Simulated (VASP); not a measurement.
Energy against volume of PbSe (rock salt). Calculation: PBE0 hybrid, VASP's PBE PAW potentials (set 64) (plane waves; VASP).

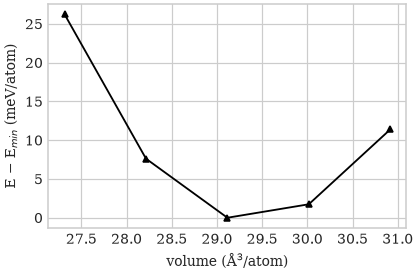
*Energy against volume*

### Question
Estimate the equilibrium volume and the bulk modulus.

### Answer
The minimum lies near 29.4 Å³/atom, and the curvature gives B0 of about 51 GPa.

Measured: a 6.105 Å at 120 K (computed value off by +1.1 %), as given by Noda, Masumoto, Ohba, Saito, Toriumi, Iwata, Shibuya, Acta Cryst. C 43, 1443 (1987), by a structure database's card. The calculation is for a static lattice, while the measured a holds thermal and zero-point effects, which are part of the difference.

The compound is PbSe in the rock salt structure. It was relaxed first. The cell's shape comes from a PBE relaxation.
